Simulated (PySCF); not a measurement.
C$_{3}$H$_{8}$NSSi (SMILES C=CC[N][SiH2]S) (doublet)

```xyz
14

C     2.2337    1.0010   -1.0597
C     1.5572    0.5989   -0.0011
C     0.7376   -0.6600    0.0393
N    -0.4478   -0.4816    0.7651
Si   -2.0293   -0.9828    0.6473
S    -2.8623    0.8333   -0.3174
H     2.8003    1.9164   -1.0601
H     2.2478    0.4312   -1.9749
H     1.5374    1.1772    0.9111
H     0.5949   -1.0655   -0.9728
H     1.3310   -1.4148    0.5892
H    -2.6002   -0.9976    1.9830
H    -2.5587   -2.0162   -0.2344
H    -2.5422    1.6599    0.6633
```

Geometry: GFN2-xTB.

Theory: UKS B3LYP, pcH-1 on C H N S Si, non-relativistic, mean-field spin-orbit, GIAO in PySCF.

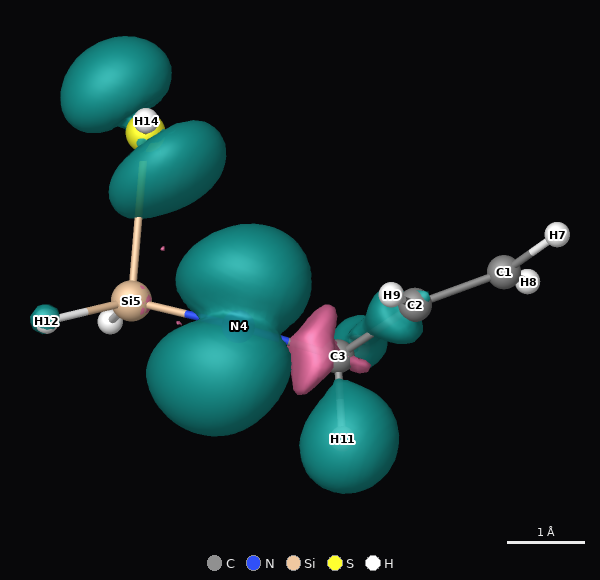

Figure 1. Isosurfaces of the spin density at +0.015 (teal) and −0.015 e/Å³ (pink), seen at a tilt.

**Which atoms carry the spin?**

The unpaired spin (1 electron) lies mostly on N4 (about 0.7) and S6 (about 0.1), in electrons by Hirshfeld's partition.

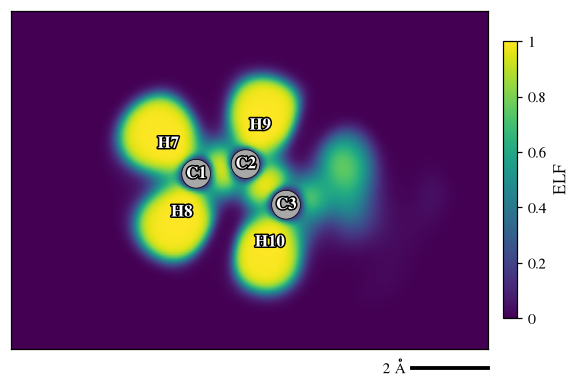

Figure 2. Electron localisation function on the plane of atoms C1, C2 and C3. Grey discs cover the atomic cores.

**Interpret the plot.**

- The plane passes through C and H nuclei.
- C–C (1.32 Å): the ELF peaks at about 0.95 between the atoms; a multiple bond.
- C–H (1.08 Å): the ELF climbs to about 1 towards the hydrogen, as it does in any bond to H; an ordinary covalent bond to hydrogen.
- C–C (1.50 Å): the ELF peaks at about 0.95 between the atoms: a covalent bond.

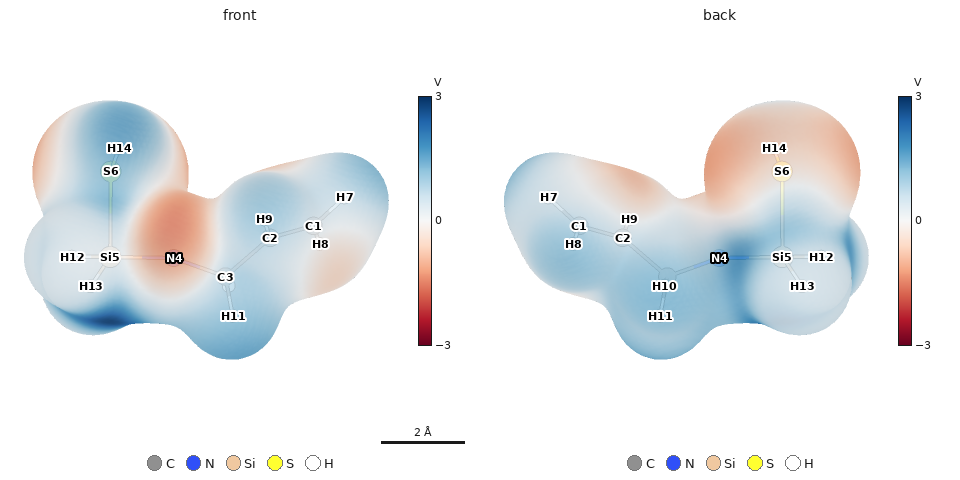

Figure 3. The electrostatic potential painted on the density surface at 0.004 e/bohr³, seen from the front and from behind; the colour scale runs from red (negative) to blue (positive).

**Describe the electrostatic potential map.**

The most negative region (about −1.4 V) lies over N4, the most positive (about +2.6 V) over Si5. N4 is the likeliest acceptor of a hydrogen bond.
